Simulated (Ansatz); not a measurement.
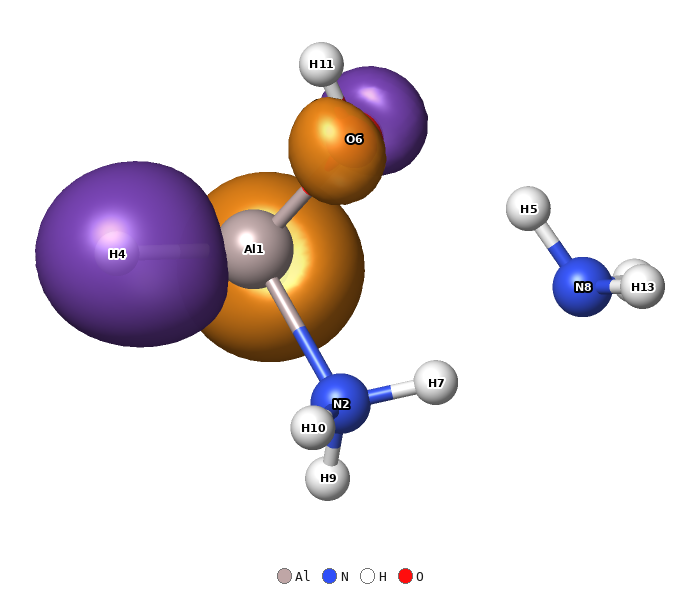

AlH6NO···NH3. The HOMO at ±0.15 Å⁻³ᐟ² (orange and purple are the two phases), seen across its widest extent.

The product side of a reaction path; geometry: PBE0-D4/def2-TZVP.

All numbers below come from RKS PBE0-D4/def2-TZVPP (Ansatz).

```xyz
13

Al   -1.3990   -0.2097   -0.8299
N     0.2738   -1.2702   -0.4682
H    -1.0422    0.4449   -2.2486
H    -2.5961   -1.2752   -0.7533
H     0.6366    1.2164    0.9796
O    -1.2897    0.8718    0.5454
H     0.9538   -0.6119   -0.0277
N     1.6058    0.9161    0.8483
H     0.6861   -1.6511   -1.3127
H     0.1158   -2.0384    0.1748
H    -2.0792    1.1012    1.0310
H     2.0802    1.6277    0.3063
H     2.0539    0.8783    1.7550
```

> Describe this orbital and give its energy.

It lies mainly on H3 (about 30 %), Al1 (about 30 %), H4 (about 25 %) and O6 (about 15 %). Its energy is −6.92 eV.
